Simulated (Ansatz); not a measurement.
# Osmium, omega (AlB2-type) under BLYP: ground state and equation of state

The plan for osmium in the omega (AlB2-type) structure: relax it, solve it on a dense k-mesh, then scale the cell to 7 volumes from 88 to 112 % of the relaxed one and try a fit of the equation of state. Spin polarisation is left out. The k-meshes are 9×9×12 for the relaxation; 11×11×15 for the dense run; 9×9×13 for the volumes.

Method: DFT BLYP, plane waves (420 eV) with PAW, scalar-relativistic; the PAW data stem from PBE, with regenerated cores, in Ansatz 0.2.0.

### 1 The structure to begin with

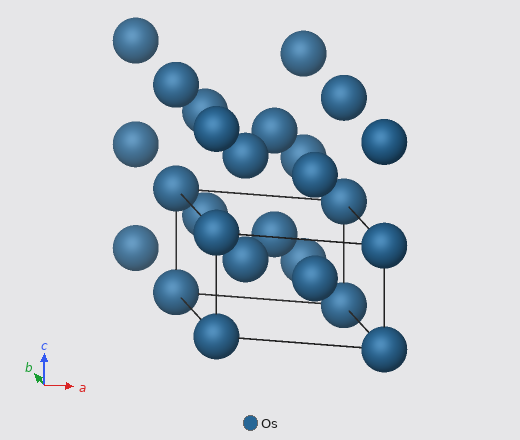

Start, viewed slightly off an axis; osmium blue. 1×2×2 cells are drawn. Any atoms on the faces are drawn again on the opposite ones.

As a file:

```
Os
1.0
     4.29204    0.00000    0.00000
    -2.14602    3.71702    0.00000
     0.00000    0.00000    2.63102
Os
3
Direct
  0.00000 0.00000 0.00000
  0.33333 0.66667 0.50000
  0.66667 0.33333 0.50000
```

### 2 Relaxation of the cell

Input file input.yaml:

```yaml
crystal:
  lattice:
    - [4.2920416892, 0.0, 0.0]
    - [-2.1460208446, 3.717017137, 0.0]
    - [0.0, 0.0, 2.6310215555]
  atoms:
    - { symbol: Os, position: [0.0, 0.0, 0.0] }
    - { symbol: Os, position: [0.3333333333, 0.6666666667, 0.5] }
    - { symbol: Os, position: [0.6666666667, 0.3333333333, 0.5] }
hamiltonian:
  xc: blyp
  pseudopotentials:
    kind: paw
    azcp:
      Os: "pseudopotentials/Os.paw.azcp"
basis:
  ecutwfc: 420
  fft_grid_basis: typed
kpoints:
  mp_grid: { grid: [9, 9, 12], shift: [0, 0, 0] }
magnetization:
  spin_polarized: false
scf:
  occupations: { method: fermi_dirac, width: 0.1 }
relax:
  max_steps: 60
  f_tol: 0.01
  cell: {}
```

The program printed (excerpt; [...] marks lines left out):

```text
Warning: RAYON_NUM_THREADS=2 ignored (pool sized by the plan → 2); use --threads N
[...]
Pseudopotentials: kind: paw
Pseudopotential: Os, paw, valence charge 16, recommended cutoff 420 eV (normal), <dir>
Functional definition: BLYP
[...]
Crystal: 3 atoms, lattice volume = 41.974 Å³
Basis set: ecut = 420 eV, 795 PW (Γ), exchange–correlation on 60×60×36 points (8 copies of the dense FFT grid, shifted against one another)
Bands: 29, of which v1, the nominal top of the filled ones, is band 24 counted from 1 (23 counted from 0)
Symmetry: 24 space group operations
Space group: P6/mmm (ITA 191), of the structure as read, at distance tolerance 3.5e-5 Å
k-points: 84 of 972
[...]
SCF iter   1: F=—  HF=-34226.955189 eV  |F-HF|=—  |Δ(HF+E_count)|=         —  Δρ=1.52e-2  dr2=6.90e-2  ethr=1.77e-3  ⟨swp⟩=5.0  Hψ=8499  notcnv=0
[...]
relax step   1: F+E_penalty+E_count = -34226.94584874 eV  Δ(F+E_penalty+E_count) = +0.000e0 eV  max|allowed force component| = 8.327e-17 eV/Å  Δτ_max = 0.0000 Å  P = +36.222 GPa  Ω = 41.974 Å³  (6 SCF iters, dr2 threshold 1.00e-7 eV, accepted)
[...]
relax step   7: F+E_penalty+E_count = -34227.39634410 eV  Δ(F+E_penalty+E_count) = +4.495e-7 eV  max|allowed force component| = 4.626e-17 eV/Å  Δτ_max = 0.0000 Å  P = +0.001 GPa  Ω = 46.041 Å³  energy of the carried Pulay correction = -2.509e-6 eV  (6 SCF iters, dr2 threshold 1.95e-8 eV, accepted)
[...]
relax step   8: F+E_penalty+E_count = -34227.39634581 eV  Δ(F+E_penalty+E_count) = -1.702e-6 eV  max|allowed force component| = 4.626e-17 eV/Å  Δτ_max = 0.0000 Å  P = +0.001 GPa  Ω = 46.041 Å³  stress off target by 1.36e-3 GPa  SCF on the basis re-selected at this cell (its energy is not [...]
SCF converged after 7 iterations
Free energy (F): -34227.396346 eV
[...]
E sigma→0 (E₀):  -34227.349213 eV
Entropy (-TS):   -0.094266 eV (-31.422 meV/atom)
Fermi energy:    23.954055 eV
[...]
--- Forces (eV/Å), atoms counted from 1 ---
  atom   1  Os    -0.00000000     0.00000000     0.00000000
  atom   2  Os     0.00000000     0.00000000    -0.00000000
  atom   3  Os     0.00000000    -0.00000000     0.00000000
[...]
--- Stress (GPa, compression-positive) ---
        0.000203      -0.000000       0.000000
       -0.000000       0.000203       0.000000
        0.000000      -0.000000       0.001356
  P = ⅓ Tr σ = 0.0006 GPa (0.006 kbar)
--- Relaxed structure (6 steps of the walk, 6 accepted, 2 SCFs on fresh bases) ---
  F+E_penalty+E_count = -34227.39634581 eV   max|allowed force component| = 4.626e-17 eV/Å   (the final SCF, on the basis selected at the relaxed cell)
  cell:  # Å, volume = 46.0408 Å³
    - [4.382592023734172, -1.2693279300437485e-33, -1.7839035932785147e-34]
    - [-2.191296011867086, 3.795436026976846, -3.571109489107404e-34]
    - [-1.093532902680717e-34, -3.159095052188738e-34, 2.7678995196999465]
  atoms:
    - { symbol: Os, position: [-2.1524471440867206e-34, -1.5058402193516028e-34, 8.236092143148846e-84] }
    - { symbol: Os, position: [0.33333333333333337, 0.6666666666666667, 0.5000000000000001] }
    - { symbol: Os, position: [0.6666666666666665, 0.33333333333333337, 0.5000000000000001] }
```

Wall time 31 s (2 threads of an Arm CPU, shared host); peak memory 0.38 GiB.

The walk, from the log:

```csv
step,energy change (meV/atom),largest force (eV/Å),pressure (GPa),volume (Å³/atom)
1,0.00,0.0000,36.22,13.991
2,-142.99,0.0000,-5.26,15.591
3,-149.05,0.0000,-0.91,15.381
4,-149.55,0.0000,0.19,15.334
5,-149.55,0.0000,0.01,15.345
6,-150.17,0.0000,0.04,15.345
7,-150.17,0.0000,0.00,15.347
8,-150.17,0.0000,0.00,15.347
```

Steps that repeat a cell are solved on a basis chosen anew, so their changes of energy are no gain of the relaxation.

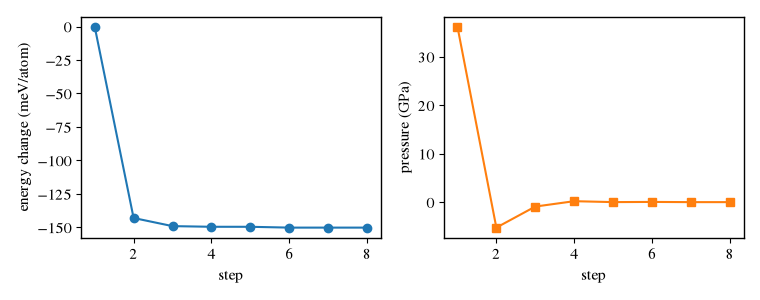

Energy and pressure over the accepted steps.

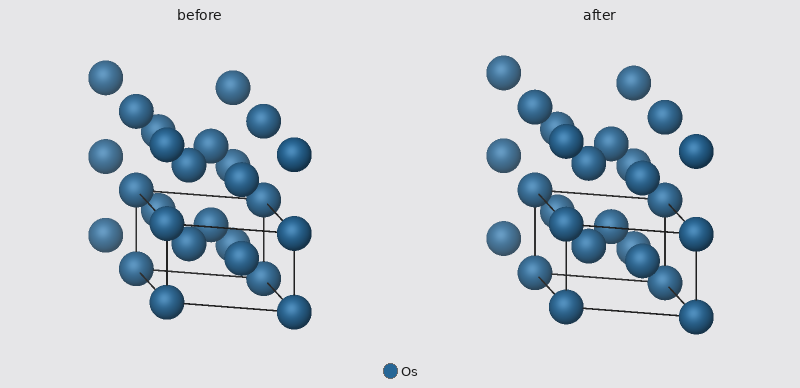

The structure before (left) and after (right), drawn at the same scale. The cells drawn are those of the first picture.

Changes in the cell that was computed:

|  | before | after | change |
| --- | --- | --- | --- |
| a (Å) | 4.292 | 4.383 | +2.1 % |
| b (Å) | 4.292 | 4.383 | +2.1 % |
| c (Å) | 2.631 | 2.768 | +5.2 % |
| volume (Å³/atom) | 13.991 | 15.347 | +9.7 % |
| shortest distance (Å) | 2.478 | 2.530 | +2.1 % |
| space group (spins left aside) | P6/mmm | P6/mmm | same |

### 3 Single point on a dense mesh

Input file input.yaml:

```yaml
crystal:
  lattice:
    - [4.3825920237, 0.0, 0.0]
    - [-2.1912960119, 3.795436027, 0.0]
    - [0.0, 0.0, 2.7678995197]
  atoms:
    - { symbol: Os, position: [1.0, 1.0, 0.0] }
    - { symbol: Os, position: [0.3333333333, 0.6666666667, 0.5] }
    - { symbol: Os, position: [0.6666666667, 0.3333333333, 0.5] }
hamiltonian:
  xc: blyp
  pseudopotentials:
    kind: paw
    azcp:
      Os: "pseudopotentials/Os.paw.azcp"
basis:
  ecutwfc: 420
  fft_grid_basis: typed
kpoints:
  mp_grid: { grid: [11, 11, 15], shift: [0, 0, 0] }
magnetization:
  spin_polarized: false
scf:
  occupations: { method: fermi_dirac, width: 0.1 }
output:
  write_density: true
  write_potential: true
  elf: true
  volumetric_format: npy
```

The program printed (excerpt; [...] marks lines left out):

```text
Warning: RAYON_NUM_THREADS=2 ignored (pool sized by the plan → 2); use --threads N
[...]
Pseudopotentials: kind: paw
Pseudopotential: Os, paw, valence charge 16, recommended cutoff 420 eV (normal), <dir>
Functional definition: BLYP
[...]
Crystal: 3 atoms, lattice volume = 46.041 Å³
Basis set: ecut = 420 eV, 915 PW (Γ), exchange–correlation on 60×60×40 points (8 copies of the dense FFT grid, shifted against one another)
Bands: 29, of which v1, the nominal top of the filled ones, is band 24 counted from 1 (23 counted from 0)
Symmetry: 24 space group operations
Space group: P6/mmm (ITA 191), of the structure as read, at distance tolerance 3.6e-5 Å
k-points: 128 of 1815
[...]
SCF iter   1: F=—  HF=-34227.401550 eV  |F-HF|=—  |Δ(HF+E_count)|=         —  Δρ=1.38e-2  dr2=6.04e-2  ethr=1.77e-3  ⟨swp⟩=4.8  Hψ=12616  notcnv=0
[...]
SCF iter   6: F=-34227.396251 eV  HF=-34227.396251 eV  |F-HF|=2.23e-9  |Δ(HF+E_count)|=   3.11e-7  Δρ=4.70e-6  dr2=5.51e-9  ethr=2.08e-10  ⟨swp⟩=2.9  Hψ=8845  notcnv=0
[...]
SCF converged after 6 iterations
Free energy (F): -34227.396251 eV
[...]
E sigma→0 (E₀):  -34227.347356 eV
Entropy (-TS):   -0.097790 eV (-32.597 meV/atom)
Fermi energy:    23.948269 eV
[...]
--- Band table (eV; the first three rows and the last of 128) ---
[...]
```

Wall time 7.7 s (2 threads of an Arm CPU, shared host); peak memory 0.39 GiB.

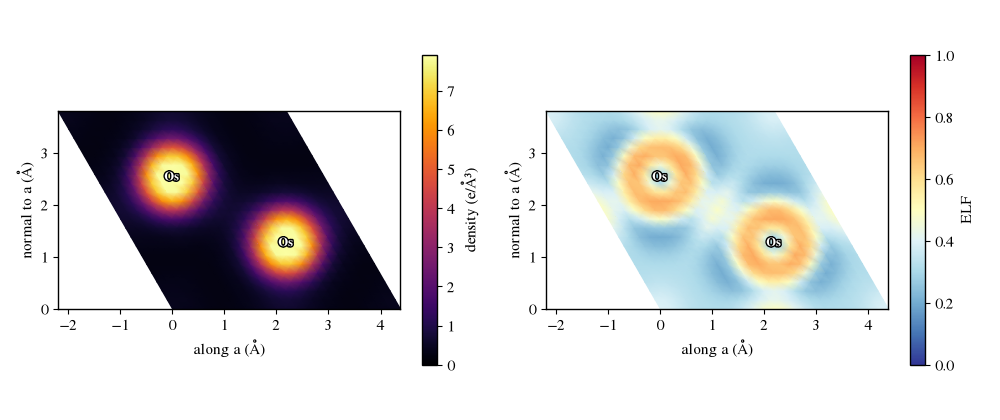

Density (left) and ELF (right) in a lattice plane of the grid's cell (edges 4.38 and 4.38 Å, at 0.500 of the third edge), which holds Os. Only atoms in the plane are labelled. Both are smooth fields of the valence electrons: close to the nuclei they are not physical.

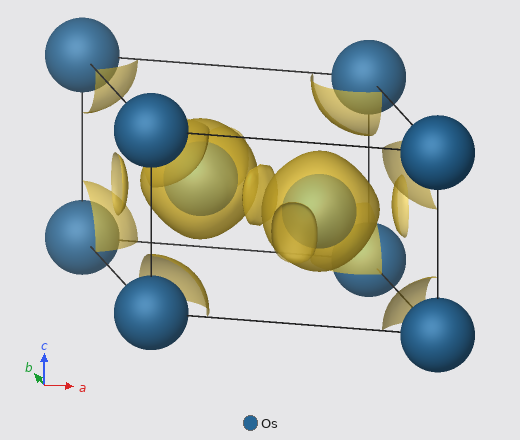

Surface of ELF = 0.43, drawn in one cell.

Outside the cores ELF peaks at 0.49 on the Os–Os line, 1.3 Å from Os.

### 4 At 88 % of the relaxed volume

input.yaml, as its differences from that of step 3:

```diff
@@ -2,5 +2,5 @@
   lattice:
-    - [4.3825920237, 0.0, 0.0]
-    - [-2.1912960119, 3.795436027, 0.0]
-    - [0.0, 0.0, 2.7678995197]
+    - [4.1997676896, 0.0, 0.0]
+    - [-2.0998838448, 3.6371055092, 0.0]
+    - [0.0, 0.0, 2.6524337442]
   atoms:
@@ -19,3 +19,3 @@
 kpoints:
-  mp_grid: { grid: [11, 11, 15], shift: [0, 0, 0] }
+  mp_grid: { grid: [9, 9, 13], shift: [0, 0, 0] }
 magnetization:
@@ -24,3 +24,5 @@
   occupations: { method: fermi_dirac, width: 0.1 }
+  lower_state_search: "off"
 output:
+  stress: true
   write_density: true
```

The program printed (excerpt; [...] marks lines left out):

```text
Warning: RAYON_NUM_THREADS=2 ignored (pool sized by the plan → 2); use --threads N
[...]
Pseudopotentials: kind: paw
Pseudopotential: Os, paw, valence charge 16, recommended cutoff 420 eV (normal), <dir>
Functional definition: BLYP
[...]
Crystal: 3 atoms, lattice volume = 40.516 Å³
Basis set: ecut = 420 eV, 771 PW (Γ), exchange–correlation on 60×60×36 points (8 copies of the dense FFT grid, shifted against one another)
Bands: 29, of which v1, the nominal top of the filled ones, is band 24 counted from 1 (23 counted from 0)
Symmetry: 24 space group operations
Space group: P6/mmm (ITA 191), of the structure as read, at distance tolerance 3.4e-5 Å
k-points: 84 of 1053
[...]
SCF iter   1: F=—  HF=-34226.565049 eV  |F-HF|=—  |Δ(HF+E_count)|=         —  Δρ=1.52e-2  dr2=6.32e-2  ethr=1.77e-3  ⟨swp⟩=5.2  Hψ=8710  notcnv=0
[...]
SCF iter   6: F=-34226.555733 eV  HF=-34226.555733 eV  |F-HF|=9.90e-10  |Δ(HF+E_count)|=   2.48e-7  Δρ=4.00e-6  dr2=3.04e-9  ethr=1.82e-10  ⟨swp⟩=5.4  Hψ=14504  notcnv=0
[...]
SCF converged after 6 iterations
Free energy (F): -34226.555733 eV
[...]
E sigma→0 (E₀):  -34226.521821 eV
Entropy (-TS):   -0.067824 eV (-22.608 meV/atom)
Fermi energy:    27.880448 eV
[...]
--- Stress (GPa, compression-positive) ---
       58.535229      -0.000000       0.000000
       -0.000000      58.535229       0.000000
        0.000000       0.000000      50.484347
  P = ⅓ Tr σ = 55.8516 GPa (558.516 kbar)
--- Band table (eV; the first three rows and the last of 84) ---
[...]
```

Wall time 5.7 s (2 threads of an Arm CPU, shared host); peak memory 0.35 GiB.

### 5 At 92 % of the relaxed volume

input.yaml, as its differences from that of step 4:

```diff
@@ -2,5 +2,5 @@
   lattice:
-    - [4.1997676896, 0.0, 0.0]
-    - [-2.0998838448, 3.6371055092, 0.0]
-    - [0.0, 0.0, 2.6524337442]
+    - [4.2624600322, 0.0, 0.0]
+    - [-2.1312300161, 3.6913986705, 0.0]
+    - [0.0, 0.0, 2.692028145]
   atoms:
@@ -27,5 +27 @@
   stress: true
-  write_density: true
-  write_potential: true
-  elf: true
-  volumetric_format: npy
```

The program printed (excerpt; [...] marks lines left out):

```text
Warning: RAYON_NUM_THREADS=2 ignored (pool sized by the plan → 2); use --threads N
[...]
Pseudopotentials: kind: paw
Pseudopotential: Os, paw, valence charge 16, recommended cutoff 420 eV (normal), <dir>
Functional definition: BLYP
[...]
Crystal: 3 atoms, lattice volume = 42.358 Å³
Basis set: ecut = 420 eV, 843 PW (Γ), exchange–correlation on 60×60×36 points (8 copies of the dense FFT grid, shifted against one another)
Bands: 29, of which v1, the nominal top of the filled ones, is band 24 counted from 1 (23 counted from 0)
Symmetry: 24 space group operations
Space group: P6/mmm (ITA 191), of the structure as read, at distance tolerance 3.5e-5 Å
k-points: 84 of 1053
[...]
SCF iter   1: F=—  HF=-34227.067306 eV  |F-HF|=—  |Δ(HF+E_count)|=         —  Δρ=1.47e-2  dr2=6.25e-2  ethr=1.77e-3  ⟨swp⟩=5.1  Hψ=8489  notcnv=0
[...]
SCF iter   6: F=-34227.059592 eV  HF=-34227.059592 eV  |F-HF|=2.18e-11  |Δ(HF+E_count)|=   3.11e-7  Δρ=4.44e-6  dr2=4.55e-9  ethr=1.87e-10  ⟨swp⟩=2.1  Hψ=9269  notcnv=0
[...]
SCF converged after 6 iterations
Free energy (F): -34227.059592 eV
[...]
E sigma→0 (E₀):  -34227.023304 eV
Entropy (-TS):   -0.072577 eV (-24.192 meV/atom)
Fermi energy:    26.458449 eV
[...]
--- Stress (GPa, compression-positive) ---
       34.266006      -0.000000       0.000000
       -0.000000      34.266006       0.000000
        0.000000       0.000000      29.629018
  P = ⅓ Tr σ = 32.7203 GPa (327.203 kbar)
```

Run time: 4.2 s. Hardware: 2 threads of an Arm CPU, shared host; peak memory 0.35 GiB.

(Part 1 of 2 ends here.)
